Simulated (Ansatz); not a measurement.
```tsv
atom	x (Å)	y (Å)	z (Å)
Ge	-0.7802	0.8876	-1.0762
Cl	-0.5976	-1.1839	-1.8605
H	-1.8588	1.5518	-1.9769
H	-1.2412	0.7867	0.3989
H	0.5850	1.5934	-1.2560
H	0.9778	-1.3197	0.2380
O	1.2775	-0.5880	0.8166
O	0.4598	-0.8710	2.0232
H	1.1777	-0.8571	2.6929
```

Method: RKS BLYP/def2-SVP in Ansatz.

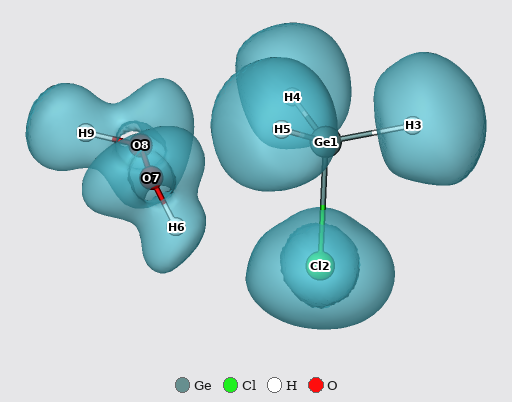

ClGeH3···H2O2. Isosurface of the ELF at 0.75 (cyan), seen at a tilt. Core shells and regions of very low density are left out.

Question: Where are the electrons localised?

Answer: The ELF exceeds this value in three regions around hydrogen nuclei, one region wrapped around Cl (its valence shell) and two joined regions spread over several atoms (H, O), in which their bonds and any lone pairs are merged. Profiles from the grid: Ge1···O7 (3.16 Å): the ELF dips to about 0.05 between them. O–O (1.48 Å): the ELF peaks at about 0.75 between the atoms.
